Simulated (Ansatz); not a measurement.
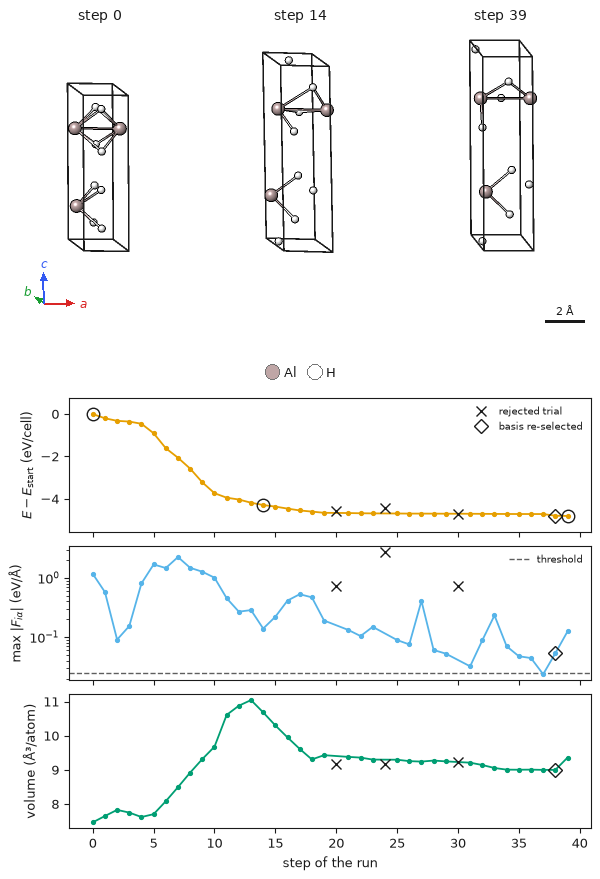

Frames of a relaxation of a crystal of AlH4 (a generated structure, set up in P1) (coarse preliminary run), marked on the history of the run. The picture is a ball-and-stick view of the cell of the calculation, seen slightly off an axis.

Level of theory: DFT PBE, scalar-relativistic, plane waves, PAW (Ansatz). Settings: plane-wave cutoff 420 eV; k-point mesh 8 × 6 × 4; occupations gaussian; smearing width 0.2 eV; no spin polarisation; cell and atoms relaxed; force threshold 0.025 eV/Å; at most 60 steps.

Question: What happens along the run?

Answer: The run was cut off at its time limit before the relaxation converged, so the last structure is only a point on the way. The energy falls by 4.803 eV per cell of the calculation in 35 accepted moves (39 points after the start). Largest force component: 1.2 eV/Å at the start, 0.12 eV/Å at the end. The pressure goes from 3.93 to 0.25 GPa. The line search rejected the trial steps at points 20, 24, 30 of the run. The SCF was repeated once at an unchanged geometry on a basis and grid sized afresh for the cell, which shifted the energy by 80.2 meV per cell of the calculation at most. The atom that moves furthest relative to the cell is an H atom (1.77 Å in a general direction near [3 −1 −1]). Largest moves by element: H 1.77 Å, Al 1.38 Å. The volume changes by +25.4 %, with a 2.339 → 2.596 Å (+11.0 %), b 3.965 → 3.648 Å (−8.0 %), c 8.060 → 10.003 Å (+24.1 %), α 88.5° → 81.2°, β 92.0° → 91.3°, γ 92.1° → 89.8°. Near-neighbour distances that change, for instance: Al–H 1.812 → 4.092 Å, Al–H 1.783 → 3.794 Å, Al–H 1.667 → 3.356 Å, Al–H 3.447 → 1.827 Å. New bonds form: H–H (2.09 → 0.76 Å). Bonds break: Al–H (1.67 → 3.36 Å), Al–H (1.78 → 3.79 Å), Al–H (1.81 → 4.09 Å), Al–H (1.83 → 2.68 Å). Bond angles that change, for instance: H–Al–H 176.7° → 150.0°, H–Al–H 100.6° → 77.3°, H–Al–H 173.2° → 150.1°. The space group stays P1 (No. 1). Cost: 9.9 min on 1 thread of Intel(R) Xeon(R) Processor @ 2.70GHz, with other jobs on the host, peak memory 0.49 GiB. From step 0 to 14: an H atom moves most (1.46 Å), volume +43.2 %, energy −4.288 eV per cell of the calculation. From step 14 to 39: an H atom moves most (1.02 Å), volume −12.4 %, energy −0.514 eV per cell of the calculation.
